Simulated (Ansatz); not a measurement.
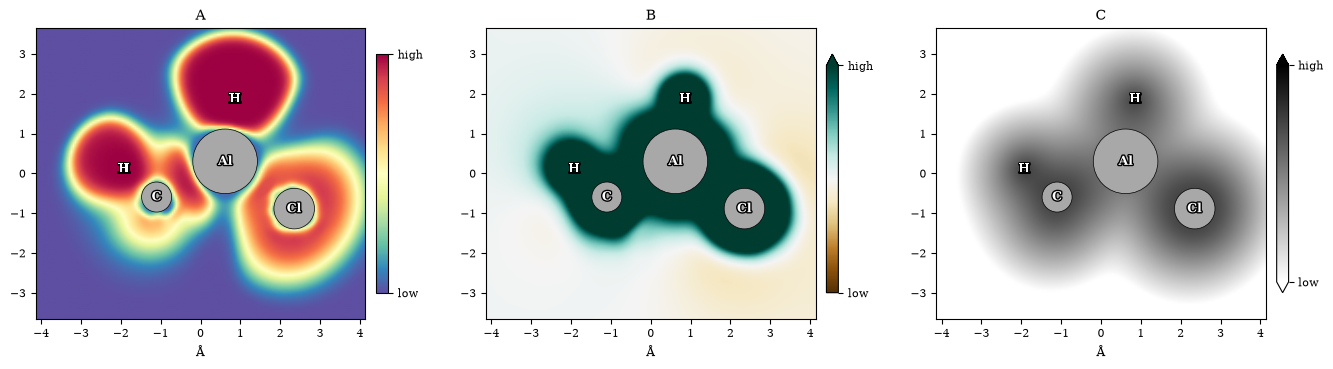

CH$_{4}$AlCl: 3 fields on the plane of atoms Al2, C1 and H5, with unlabelled colour scales. Grey discs cover the atomic cores.

Geometry: PBE0-D4/def2-TZVP.

All numbers below come from isolated molecule in a Gaussian basis; Kohn-Sham density functional theory, functional PBE0 (Ansatz).

Q: The panels show electron density, electron localisation function and electrostatic potential in some order. Assign them.

A: Panel A: electron localisation function. Panel B: electrostatic potential (strongly positive close to the atoms, with negative regions outside electron-rich atoms). Panel C: electron density. From the grid: C–Al (1.94 Å): ρ at the midpoint is about 0.74 e/Å³; the ELF peaks at about 0.95 between the atoms (a polar covalent bond). Al–Cl (2.11 Å): ρ is about 0.72 e/Å³ halfway; the ELF peaks at about 0.85 in the valence shell of Cl, 1.0 Å from its nucleus, and is about 0.80 at the midpoint.
